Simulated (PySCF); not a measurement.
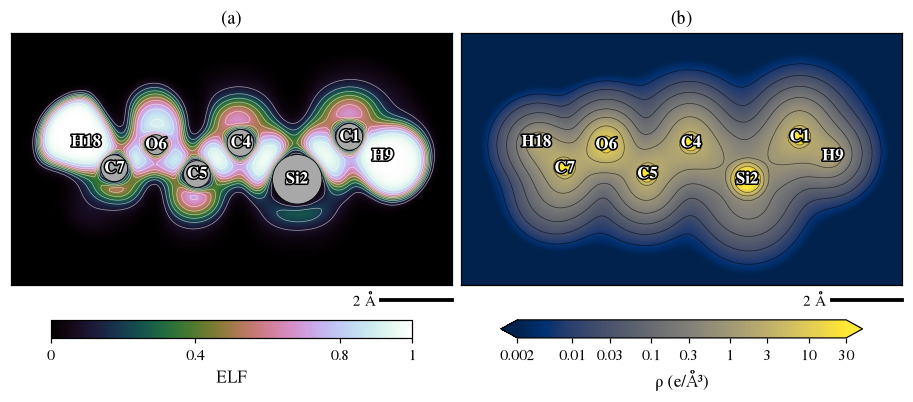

C₄H₁₁FO₂Si. (a) electron localisation function; (b) electron density on the plane of atoms C1, Si2 and C4. Grey discs cover the atomic cores in the ELF map.

Geometry: GFN2-xTB.

Level of theory: PBE0/pcSseg-1, SCF density, gas phase, non-relativistic in PySCF 2.14.0.

```xyz
19

C    -3.2009    0.0544   -0.4351
Si   -1.6734    0.2834    0.6713
O    -1.4979    1.8226    1.1748
C    -0.1406   -0.3056   -0.3006
C     1.1267   -0.1865    0.5198
O     2.2382   -0.5905   -0.2835
C     3.4260   -0.6249    0.3714
F     3.8698    0.6444    0.6950
H    -4.1002    0.3659    0.0871
H    -3.3337   -0.9830   -0.7223
H    -3.1352    0.6385   -1.3498
H    -1.7961   -0.3960    1.9579
H    -1.4415    2.5614    0.5737
H    -0.0061    0.2765   -1.2137
H    -0.2511   -1.3428   -0.6135
H     1.2749    0.8464    0.8553
H     1.0750   -0.8301    1.4089
H     4.1758   -1.0562   -0.3005
H     3.3805   -1.1685    1.3320
```

> What do the fields say about this system?

- The plane passes through C, Si, O and H nuclei.
- C–O (1.36 Å): the density is about 2.4 e/Å³ at the midpoint, with its minimum of 2 e/Å³ about 0.5 Å from C; the ELF peaks at about 0.90 between the atoms, as expected for a shared but strongly polarised pair.
- C–C (1.51 Å): ρ at the midpoint is about 1.7 e/Å³; the ELF peaks at about 0.95 between the atoms: a covalent bond.
- C–Si (1.90 Å): ρ is about 0.93 e/Å³ halfway; the ELF peaks at about 0.95 between the atoms, as expected for a covalent bond.
- C–O (1.43 Å): the density is about 2 e/Å³ at the midpoint, with its minimum of 1.7 e/Å³ about 0.5 Å from C; the ELF peaks at about 0.90 between the atoms; a shared but strongly polarised pair.
- The ELF also peaks beside O6, away from the bonds: lone-pair regions.
